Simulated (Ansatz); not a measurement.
The starting structures come from a database of crystals and need not be the phases stable at ambient conditions.

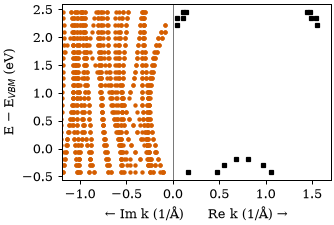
Figure. Complex bands at the centre of the two-dimensional zone; PBEsol run with Ansatz (an electronic-structure program)

No gap correction and no spin-orbit coupling; mid-gap values are interpolated between computed energies.

Question: This is SrLi₂Ta₂O₇ (I4/mmm, not sure to be the ambient phase, 12 atoms a cell, 11.7 Å³ an atom) along the normal of (100). Read off the slowest decay at the centre of the two-dimensional zone at 1.14 eV, the computed energy nearest the middle of the gap.

Answer: κ ≈ 0.24 1/Å, a decay length 1/(2κ) of the density of 2.1 Å.
